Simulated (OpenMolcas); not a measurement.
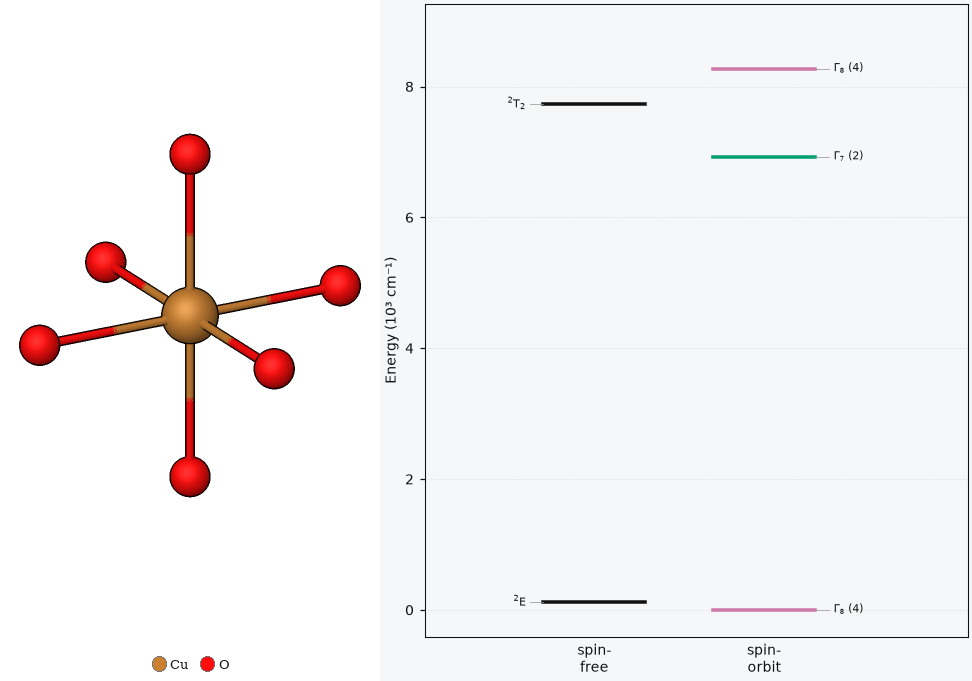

Cu²⁺ (3d⁹) as a dopant in CaO, a cluster with its 6 nearest O²⁻ at 2.213 Å (octahedron) embedded in model potentials and point charges; the geometry was set, not optimised, and its levels. Labels give the representation in O, Td, D4 or D3 as the site allows (double group for half-integer spin) where it could be assigned and, in brackets, the degeneracy; spin-free states, where drawn, share the zero of the spin-orbit levels. Computed with OpenMolcas: state-averaged SS-CASPT2, IPEA shift 0.25, imaginary shift 0.1 hartree, closed shells 3s 3p correlated, active space 9 electrons in the shell 3d, basis ANO-RCC-VDZP on all atoms, DKH2 scalar Hamiltonian, spin-orbit coupling by RASSI with atomic mean-field integrals.

Q: Describe the ground state and the low levels.

A: The ground level is Γ₈, 4-fold degenerate, 100 % from states of spin multiplicity 2. The next level lies at 6,920 cm⁻¹ (Γ₇). The lowest spin-free state is ²E, from the free-ion D term; of the same spin there follows at 7,620 cm⁻¹ (²T₂) above it. A ligand-field fit to the spin-free states gives |10Dq| = 7,620 cm⁻¹.

Limits of the model: orbital doublet at a regular site, Jahn-Teller distortion not allowed for; single d shell for a late 3d ion, CASPT2 field may be too large; the geometry is set by hand, with no relaxation and no charge compensation.
